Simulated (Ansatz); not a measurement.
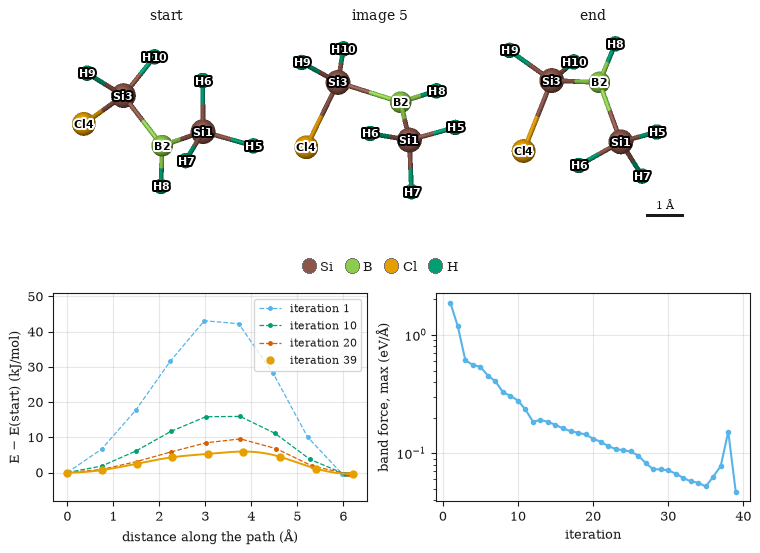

NEB run on BSi₂H₆Cl. Images are numbered from 0 (start) to 8 (end). The plot follows the band through its iterations. Style: ball-and-stick. Shown from a free direction.

Computed with RKS B3LYP/STO-3G in Ansatz 0.2.0.

The input:
```yaml
crystal:
  periodic: [false, false, false]
  atoms:
    - { symbol: Si, position_ang: [-1.593981, 0.54123, -0.617017] }
    - { symbol: B, position_ang: [0.009121, -0.584361, -0.441862] }
    - { symbol: Si, position_ang: [1.480935, -0.199494, 0.805921] }
    - { symbol: Cl, position_ang: [3.045253, -1.627981, 0.728031] }
    - { symbol: H, position_ang: [-2.773176, -0.255657, -0.352018] }
    - { symbol: H, position_ang: [-1.604801, 1.677104, 0.275662] }
    - { symbol: H, position_ang: [-1.684665, 1.032115, -1.976048] }
    - { symbol: H, position_ang: [0.084787, -1.536323, -1.12471] }
    - { symbol: H, position_ang: [2.096737, 1.082996, 0.522737] }
    - { symbol: H, position_ang: [1.02299, -0.180729, 2.182105] }
basis:
  gaussian: { orbitals: STO-3G }
hamiltonian:
  xc: b3lyp
neb:
  order_check: false
  images: 7
  f_tol: 0.05
  max_iterations: 60
  initial_path: idpp
  max_displacement: 0.02
  optimiser: fire
  final_atoms:
    - { symbol: Si, position_ang: [-1.45063195, 0.5462561, -0.8174364] }
    - { symbol: B, position_ang: [-0.39787887, -0.63251979, 0.34900205] }
    - { symbol: Si, position_ang: [1.52148583, -0.43332975, 0.73973303] }
    - { symbol: Cl, position_ang: [2.38216116, 1.25053227, -0.22013677] }
    - { symbol: H, position_ang: [-2.83227048, 0.14089004, -0.93016756] }
    - { symbol: H, position_ang: [-1.4122481, 1.89667104, -0.29905171] }
    - { symbol: H, position_ang: [-0.86980486, 0.56219466, -2.14251863] }
    - { symbol: H, position_ang: [-0.9115503, -1.54727174, 0.8792889] }
    - { symbol: H, position_ang: [1.77054111, -0.25296639, 2.15714612] }
    - { symbol: H, position_ang: [2.28339646, -1.58155645, 0.28694196] }
```

Command:
```bash
ansatz run input.yaml --threads 1 --pin off --max-ram 2048MiB --backend cpu --events-out ev --progress --plain --runs-dir out
```

Question: Judge this run.

Answer: The run is converged, with reservations. The band converged in 39 iterations. The largest component of the band force went from 1.9 to 0.047 eV/Å. The climbing image converged on the top of the path. Its curvatures weren't checked. The step length is far from the usual. The first iteration put the highest image at 43.1 kJ/mol. The energy climbs by 6.0 kJ/mol to image 5 and then falls by 6.3 kJ/mol, so the end point sits at −0.4 kJ/mol.

Limits of the set-up: STO-3G is a minimal basis, so the numbers are rough.
